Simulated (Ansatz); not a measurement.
# FH4NSi···SiH4: what the fields show

Input

```
crystal:
  periodic: [false, false, false]
  atoms:
    - {symbol: Si, position_ang: [-1.438937, 0.915043, -0.621451]}
    - {symbol: Si, position_ang: [1.202919, -1.605073, 1.156661]}
    - {symbol: H, position_ang: [-1.416960, -0.562366, -0.528551]}
    - {symbol: H, position_ang: [-2.550197, 1.445689, -1.441294]}
    - {symbol: N, position_ang: [0.025728, 1.426197, -1.302166]}
    - {symbol: H, position_ang: [0.526513, -0.490280, 1.864699]}
    - {symbol: F, position_ang: [-1.708128, 1.443081, 0.869668]}
    - {symbol: H, position_ang: [2.384768, -2.052989, 1.935513]}
    - {symbol: H, position_ang: [0.261507, -2.736416, 0.972797]}
    - {symbol: H, position_ang: [1.659532, -1.129500, -0.177172]}
    - {symbol: H, position_ang: [0.901064, 0.990758, -1.062704]}
    - {symbol: H, position_ang: [0.152290, 2.355656, -1.666000]}
basis:
  gaussian: {orbitals: def2-TZVPP}
hamiltonian: {xc: pbe0, dispersion: d4}
output: {orbitals: {seedname: orbitals}}
```

Run with:

```sh
ansatz run in.yaml --threads 4 --pin off --events-out ev --progress --plain --max-ram 9574MiB
```

The product side of a reaction path; geometry: PBE0-D4/def2-TZVP; a saddle point, not a minimum.

All numbers below come from Ansatz, RKS PBE0-D4/def2-TZVPP.

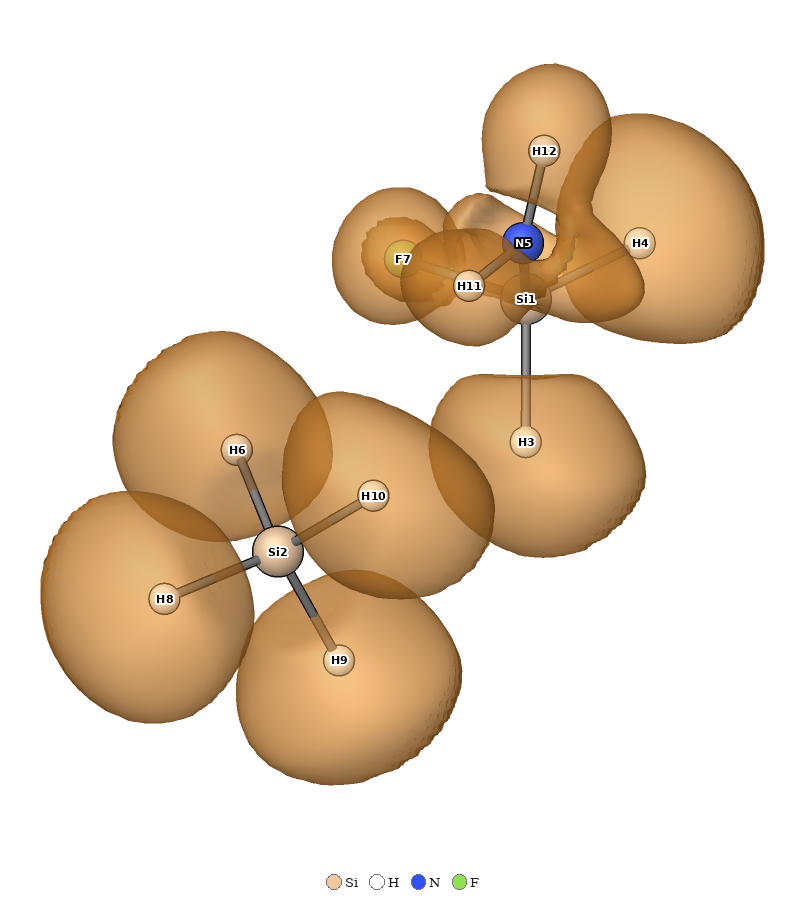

Figure 1. Isosurface of the electron localisation function at 0.8 (orange), seen at an oblique angle. Core shells and regions of very low density are left out.

Q: Where are the electrons localised?

A: The ELF exceeds this value in six regions around hydrogen nuclei, one region wrapped around F (its lone pairs, merged into a ring or cap) and one joined region spread over several atoms (H, N), in which their bonds and any lone pairs are merged. Along the contacts the grid gives the following. Si1···Si2 (4.06 Å): the ELF dips to about 0 between them: a weak contact between the two molecules. Si–F (1.60 Å): the ELF peaks at about 0.85 in the valence shell of F, 0.6 Å from its nucleus, and is about 0.45 at the midpoint.

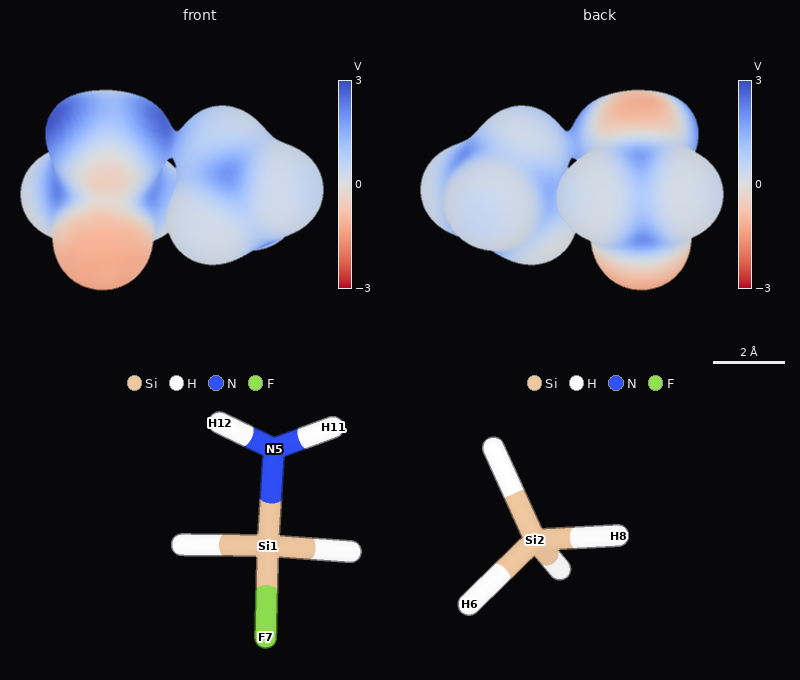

Figure 2. The molecular electrostatic potential painted on the density surface at 0.004 e/bohr³, seen from the front and from behind; red is negative and blue positive. The bare structure is drawn below in the same view.

Q: Where is the surface potential most negative and most positive?

A: The most negative region (about −1.2 V, or −28 kcal/mol for a unit charge) lies over F7, the most positive (about +2.6 V, or +60 kcal/mol for a unit charge) over H11 and H12.

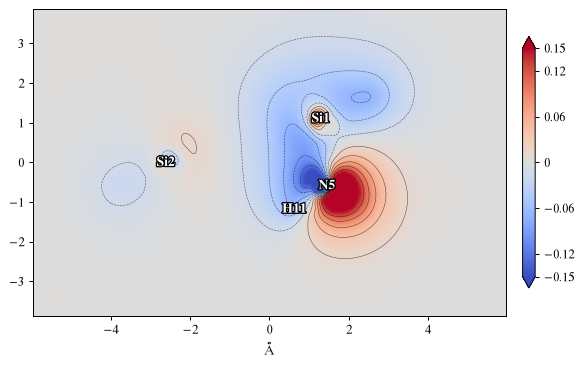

Figure 3. The HOMO on the plane of atoms Si1, N5 and H11 (values in Å⁻³ᐟ²; the overall sign is arbitrary).

Q: Describe this orbital and give its energy.

A: Its weight (Hirshfeld) is mainly on N5 (about 70 %); largely a lone pair of N5. Its energy is −8.13 eV.
